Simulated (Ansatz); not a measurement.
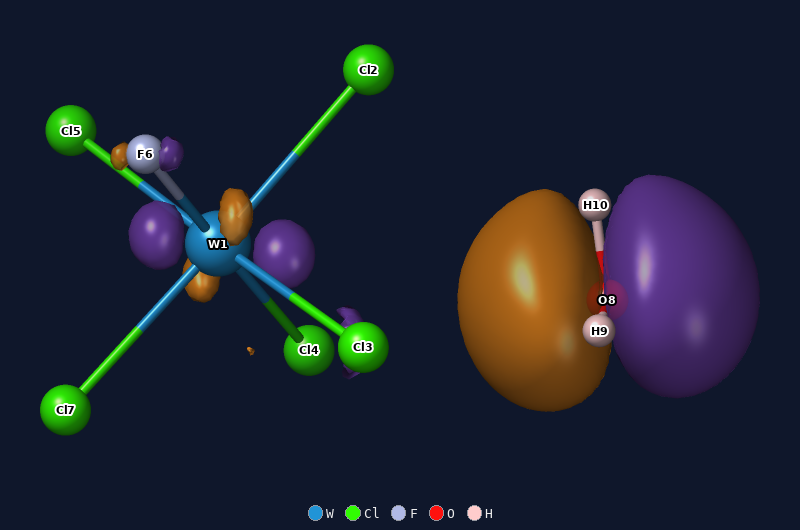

The picture shows: Cl5FW···H2O. One frontier orbital at ±0.1 Å⁻³ᐟ² (orange and purple are the two phases), seen at an oblique angle.

Core potentials replace the inner electrons of W.

Theory: Ansatz 0.2.0, RKS PBE/def2-SVP.

Input file:

```
crystal:
  periodic: [false, false, false]
  atoms:
    - { symbol: W, position_ang: [-0.115422, -0.054951, -0.117378] }
    - { symbol: Cl, position_ang: [-0.115849, -0.197831, 2.253124] }
    - { symbol: Cl, position_ang: [2.17299, -0.403383, -0.349977] }
    - { symbol: Cl, position_ang: [-0.310873, 2.209456, -0.368534] }
    - { symbol: Cl, position_ang: [-2.449504, -0.165512, -0.015261] }
    - { symbol: F, position_ang: [-0.240869, -1.942159, -0.083024] }
    - { symbol: Cl, position_ang: [-0.266823, -0.263449, -2.434739] }
    - { symbol: O, position_ang: [1.842535, 1.861092, 1.451638] }
    - { symbol: H, position_ang: [2.698686, 1.394957, 1.50356] }
    - { symbol: H, position_ang: [1.49893, 1.798181, 2.377592] }
basis:
  gaussian: { orbitals: def2-SVP }
hamiltonian:
  xc: pbe
relax:
  f_tol: 0.03
  max_steps: 50
output:
  orbitals: {}
```

Command:

```sh
ansatz run input.yaml --threads 4 --pin off --max-ram 5120MiB --backend cpu --events-out ev --progress --plain --runs-dir out
```

The fields are those of the run's last geometry, not of the input's.

Which orbital is it: HOMO or LUMO?

The HOMO, at −6.69 eV. Its weight (Hirshfeld) is mainly on O8 (about 85 %); largely a lone pair of O8.
